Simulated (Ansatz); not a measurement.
# C$_{2}$H$_{4}$FNOS: single-point calculation

System: C$_{2}$H$_{4}$FNOS, SMILES NC(O)(F)C=S.
Method: RKS B2PLYP (frozen core)/def2-TZVPP (Ansatz 0.2.0).

The geometry comes from this level: PBE0-D4/def2-TZVP.

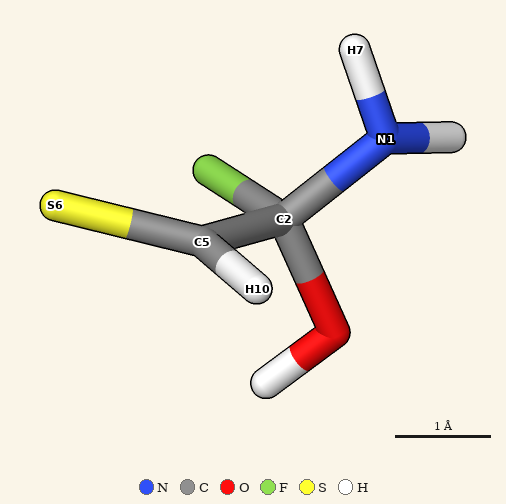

Fig. 1: The input geometry (stick view, seen at a tilt; atoms are numbered from 1 in the order of the input).

### Summary

| quantity | value |
| --- | --- |
| outcome | converged |
| total energy | −19222.5884 eV |
| mean-field energy | −19212.0266 eV |
| SCF solution under orbital rotations | stable |
| hardware | 4 threads of Arm Neoverse V1, 23 GiB of memory available, shared host |
| wall time | 7.5 s (CPU time 28 s) |
| peak memory | 0.71 GiB |

### Input
```yaml
crystal:
  periodic: [false, false, false]
  atoms:
    - {symbol: N, position_ang: [0.274280, -1.228570, -0.586677]}
    - {symbol: C, position_ang: [-0.156692, -0.144011, 0.196482]}
    - {symbol: O, position_ang: [0.394718, -0.297200, 1.454143]}
    - {symbol: F, position_ang: [-1.535886, -0.098688, 0.339630]}
    - {symbol: C, position_ang: [0.327208, 1.154930, -0.428646]}
    - {symbol: S, position_ang: [-0.574831, 2.357617, -0.971914]}
    - {symbol: H, position_ang: [-0.198977, -1.246837, -1.479110]}
    - {symbol: H, position_ang: [0.135011, -2.100784, -0.091751]}
    - {symbol: H, position_ang: [0.000847, 0.366830, 2.029999]}
    - {symbol: H, position_ang: [1.417424, 1.185513, -0.459353]}
basis:
  gaussian: {orbitals: def2-TZVPP}
hamiltonian: {xc: {name: B2PLYP}}
```

Launched with:
```bash
ansatz run in.yaml --threads 4 --pin off --events-out ev --progress --plain --max-ram 10444MiB
```

### The program's output
```
Functional definition: B2PLYP
  name "B2PLYP"
  cite "Grimme, J. Chem. Phys. 124, 034108 (2006) doi:10.1063/1.2148954"
  cite "Becke, Phys. Rev. A 38, 3098 (1988) doi:10.1103/PhysRevA.38.3098"
  cite "Lee, Yang & Parr, Phys. Rev. B 37, 785 (1988) doi:10.1103/PhysRevB.37.785"
  parameter a = 0.53
  parameter c = 0.27
  exchange = (1 - a)*b88_x + a*exact_x
  correlation = (1 - c)*lyp_c + c*(mp2_os + mp2_ss)
1559 factors; integrals over basis functions are off by at most 1.0e-3 eV
mean field evaluation 1: about -19205.9834 eV, gradient 5.8e1 eV
mean field evaluation 2: about -19206.1760 eV, gradient 5.8e1 eV
mean field evaluation 4: about -19211.9238 eV, gradient 6.6e0 eV
mean field evaluation 8: about -19212.0254 eV, gradient 6.5e-1 eV
mean field evaluation 16: about -19212.0265 eV, gradient 6.9e-4 eV
mean field -19212.02645110 eV, -706.0289496985 hartree, gradient 5.4e-6 eV, S^2 0.000000; 0 other end points of the search recorded, 0 dependent functions left out
10 core orbitals not correlated: weight in the atoms' cores, before any rotation towards them, 1.000 or more for the frozen orbitals, at most 0.000 for the correlated occupied ones
reference -19212.02660307 eV, -706.0289552834 hartree; 18, 18 occupied and 225, 225 virtual orbitals, 1559 factors
second order -39.11762372 eV of doubles, -0.00000000 eV of singles
Total energy: -19222.58836147 eV, -706.4170927458 hartree
```
